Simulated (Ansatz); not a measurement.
# Fields on a plane of YMnO3 (space group P6_3/mmc)

```xyz
10
Lattice="3.5630 0.0000 0.0000 -1.7815 3.0856 0.0000 0.0000 0.0000 11.1675" Properties=species:S:1:pos:R:3 pbc="T T T"
Y      0.0000     0.0000     5.5837
Y      0.0000     0.0000     0.0000
Mn     1.7815     1.0285     8.3756
Mn     0.0000     2.0571     2.7919
O      0.0000     2.0571     4.6425
O      1.7815     1.0285     6.5250
O      1.7815     1.0285    10.2262
O      0.0000     2.0571     0.9413
O      0.0000     0.0000     2.7919
O      0.0000     0.0000     8.3756
```

The slice is a (0001) plane (indices of the conventional cell) through the point (0.667, 0.333, 0.584) (fractional), spanned by u = [110] and v = [1 -1 0] in vectors of this cell: u (3.56 Å) and v (6.17 Å, at 90° to u). It covers one period; positions are fractions (u, v).

Atoms on it: O at (0.00, 0.00); O at (0.50, 0.50). Other atoms lie within 1 Å of the plane.

Computed with PBEsol (plane waves to 420 eV, PAW, scalar-relativistic; Ansatz, a quantum-chemistry and plane-wave program). k mesh 15×15×5. Inside the PAW spheres the values are not all-electron values, and peaks at nuclei hang on which shells count as valence. At this level the bands of YMnO3 touch or barely overlap. Relaxed YMnO3 ends ferromagnetic. This is one of several known forms of YMnO3; the measured ambient cells at hand have space group No. 185. YMnO3 is run spin-polarised and with no Hubbard U. YMnO3 was relaxed with its symmetry unable to fall. The magnetic order is the one the run started from; other orders were not tried.

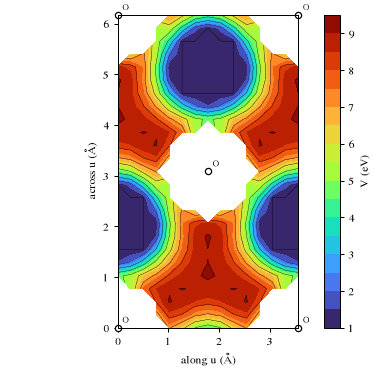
*Electrostatic potential energy of an electron, from the cell's mean, in eV, one period of the plane, atoms marked. Points within 0.8 Å of a nucleus are left white, as the pseudised field means little there. Values under 1 eV are set to 1. The zero, the cell's mean, hangs on the PAW cores.*

```
|xxxx@@%%--    ..    --%%@@xx|
|@@@@@@**....::==::....**@@@@|
|@@@@##::  ::++##++::  ::##@@|
|##**--    --##%%##--    --**|
|--::      --******--      ::|
|          ..::--::..        |
|                            |
|        ..::------::..      |
|      --**%%@@@@@@%%**--    |
|    ..++%%@@@@@@@@@@%%++..  |
|    ::**@@@@xxxxxx@@@@**::  |
|    ..**@@@@xxxxxx@@@@**..  |
|..    --%%@@xxxxxx@@%%--    |
|==::....**@@@@@@@@@@**....::|
|##++::  ::##@@@@@@##::  ::++|
|%%##--    --**##**--    --##|
|****--      ::--::      --**|
|--::..                  ..::|
|                            |
|----::..              ..::--|
|@@@@%%**--          --**%%@@|
|@@@@@@%%++..      ..++%%@@@@|
|xxxx@@@@**::      ::**@@@@xx|
|xxxx@@@@**..      ..**@@@@xx|
```
Scale: ten equal steps from 0.02 (start of ' ') to 0.82 (end of '@'), in the order ' .:-=+*#%@'. Values: ELF of the down spins. The map has 14 points along u (two characters each, u = 0 at the left) and 24 along v (v = 0 in the bottom row). Points within 0.4 Å of a nucleus are blanked (x), as the pseudised field means little there.
